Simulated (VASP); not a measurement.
Band structure of ZnCdS2 (space group P3m1). Computed with modified Becke-Johnson potential (mBJ) with spin-orbit coupling, VASP's PBE PAW potentials (set 64) (plane waves; VASP).

mBJ is a potential without an energy functional, so only the levels count.

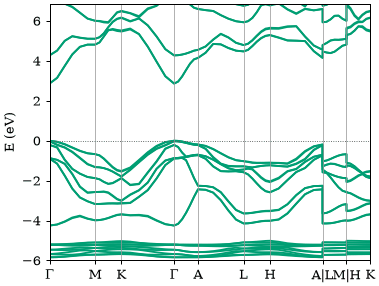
Bands along high-symmetry lines, zero at the valence-band maximum or, without a gap, the Fermi level

### Question
Read the plot: is there a gap, and where are the band edges?

### Answer
The gap is direct, 2.86 eV, from the valence maximum at Γ to the conduction minimum at Γ.

The structure comes from a computed database's ZnCdS2 entry (P3m1); how it stands against other phases isn't given here. It was relaxed first. The cell's shape comes from a PBE relaxation.
